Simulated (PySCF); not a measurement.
## Run report: TaH3, frequency calculation

The run: frequency calculation of TaH3. Method and program: RKS-based PBE0, Ta def2-TZVP with ECP60, H def2-TZVP; non-relativistic Hamiltonian with a scalar-relativistic core potential; density fitting (PySCF 2.14.0).

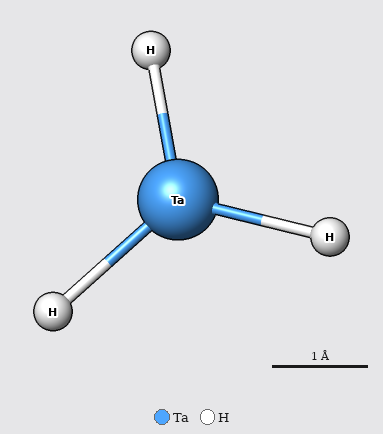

*The structure as given in the input (ball-and-stick view, seen at a tilt). Sticks mark near contacts.*

Bond lengths as drawn: H–Ta 1.77 Å.

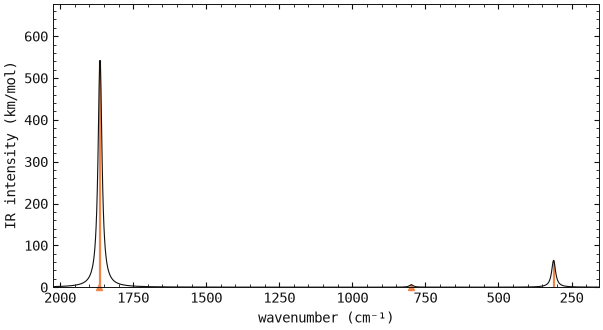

*Harmonic infrared spectrum, unscaled: sticks (degenerate modes added up, dark ones marked on the axis) with a Lorentzian envelope of 16 cm⁻¹ full width, scaled to the tallest stick.*

6 modes from 311 to 1868 cm⁻¹, none imaginary. The strongest line is at 1863 cm⁻¹ (542 km/mol). All modes, in cm⁻¹ (km/mol): 311 (64), 798 (2.8), 798 (2.8), 1863 (271), 1863 (271), 1868 (0.0).

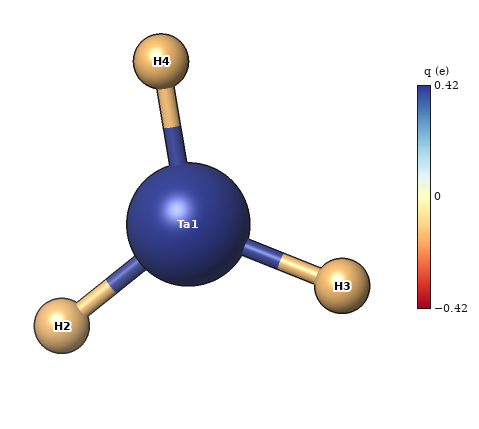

*Mulliken charges, as the colour of each atom (ball-and-stick view, seen at a tilt; atoms are numbered from 1 in the order of the input).*

By element: Ta +0.40 and H −0.13 e.

These pictures come from the run below.

**Input**
```python
from pyscf import gto, scf, dft
mol = gto.M(atom='''
Ta     0.000000     0.000000    -0.000000
H     -0.000090     0.000000     1.769917
H      1.532838     0.000000    -0.884881
H     -1.532748     0.000000    -0.885036''',
    basis={'Ta': 'def2-TZVP', 'H': 'def2-TZVP'},
    ecp={'Ta': 'def2-TZVP'},
    charge=0, spin=0)
mf = dft.RKS(mol, xc='PBE0')
mf.grids.atom_grid = (75, 302)
aux = {'Ta': 'def2-universal-JKFIT', 'H': 'def2-universal-JKFIT'}
mf = mf.density_fit(auxbasis=aux)
mf.conv_tol = 1e-09
mf.diis_space = 10
mf.max_cycle = 60
mf.verbose = 4
mf.kernel()
```

The script is an equivalent of the set-up of the self-consistent field. The run itself was carried out by a driver, which started from the orbitals of the step before it where there was one and computed the further properties.

Launch command:
```bash
OMP_NUM_THREADS=2 python axn.py task.json out
```

**What the program printed**
```
init E= -58.6253365240138
  HOMO = -0.184766932056537  LUMO = -0.0905865697310632  gap/eV = 2.56278
cycle= 1 E= -58.6253365240141  delta_E= -2.98e-13  |g|= 5.39e-07  |ddm|= 1.53e-06
  HOMO = -0.184766943944422  LUMO = -0.0905865882317394  gap/eV = 2.56278
Extra cycle  E= -58.625336524014  delta_E= 5.68e-14  |g|= 5.57e-07  |ddm|= 1.44e-06
converged SCF energy = -58.625336524014
```

**Key numbers**

- outcome: converged
- total energy: −58.625337 hartree
- HOMO: −5.03 eV
- LUMO: −2.46 eV
- zero-point energy: 0.017090 hartree
- dipole moment: 0.00 D
- wavenumbers, lowest and highest: 311 and 1868 cm⁻¹
- hardware: 2 threads of Arm Neoverse N1, 98 GiB of memory available, shared host
- wall time: 12 s (CPU time 20 s)
- peak memory: 0.74 GiB
